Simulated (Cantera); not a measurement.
A closed system holds: 1 mol Si, 3.4 mol CO2, 100 mol H2, 0.075 mol H2O, equilibrated at 973.15 K.

Cantera equilibrium calculation (NASA polynomials, part measured and part estimated; ideal gas, pure solids and liquids). Candidate condensed phases: C, C6H6, C7H8, C8H18, H2O, Si, SiC, SiO2; 123 gas species. Equilibrium is a limit: real reactors are often held back by kinetics, nucleation or transport.

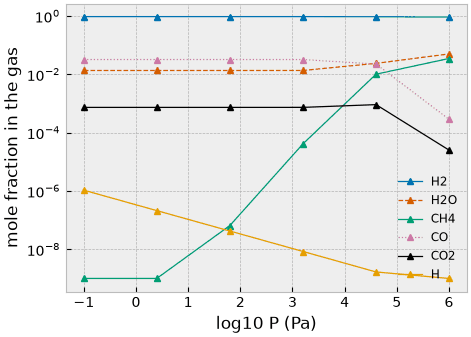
Figure: Equilibrium gas composition (values under 1e-9 drawn at 1e-9)

Read off the mole fractions at 2.50 Pa.

H2 about 0.95, CO about 0.032, H2O about 0.014, CO2 about 0.00073, H about 2.1e-7.
